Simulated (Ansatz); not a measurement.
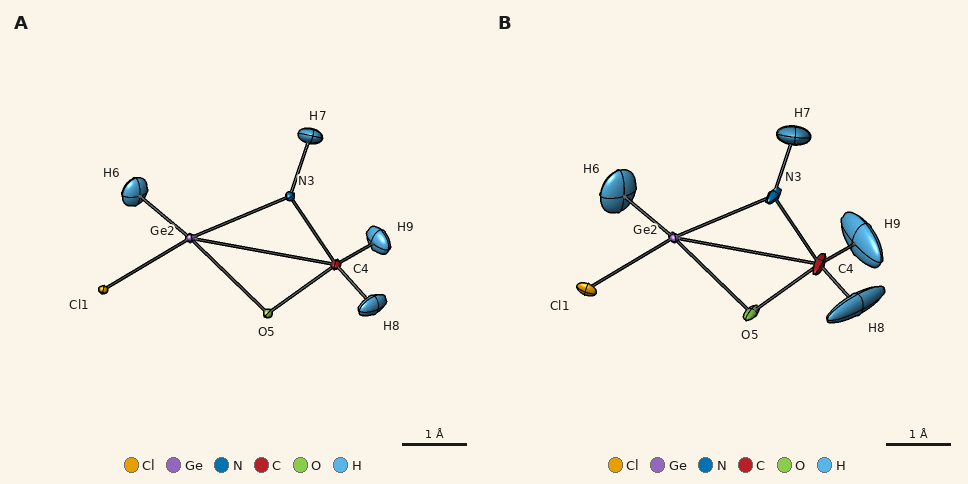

Displacement ellipsoids at the 50 % level, from the internal vibrations of the free molecule (harmonic, no overall translation or rotation; no half-axis is drawn under 0.075 Å). Vibrations computed with RKS PBE0-D4/def2-TZVP (Ansatz 0.2.0). One panel is for 100 K, the other for 900 K.

> Which panel is for 900 K?

B.

> How much does the mean-square displacement of Cl1 grow, and why?

U_eq goes from 0.0011 to 0.0063 Å², a factor of 5.9. Modes below kT (626 cm⁻¹ at 900 K) grow about in proportion to T, and the lowest lies at 122 cm⁻¹; the mean-square amplitude of a mode is its zero-point value times coth(ħω/2kT), which comes close to 1 only above about 3kT.
